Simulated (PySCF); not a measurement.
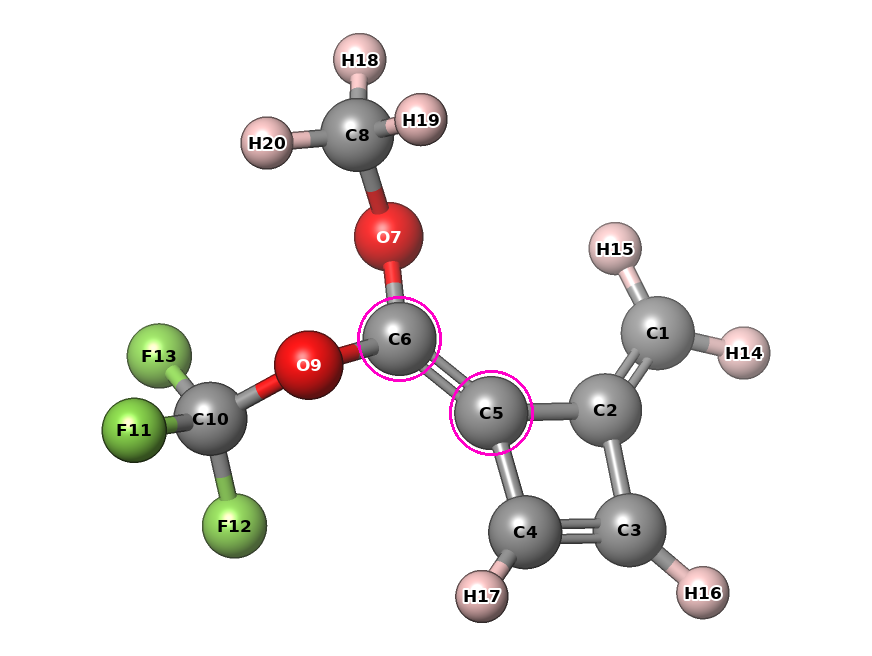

Atoms fade into the background with distance from the viewer. Circles mark the stereogenic atoms. Computed geometry: PBE0-D3(BJ)/def2-SVP optimisation. No frequency run is at hand to confirm it as a minimum.

Q: What are the Cahn–Ingold–Prelog descriptors?

A: C5=C6: E.
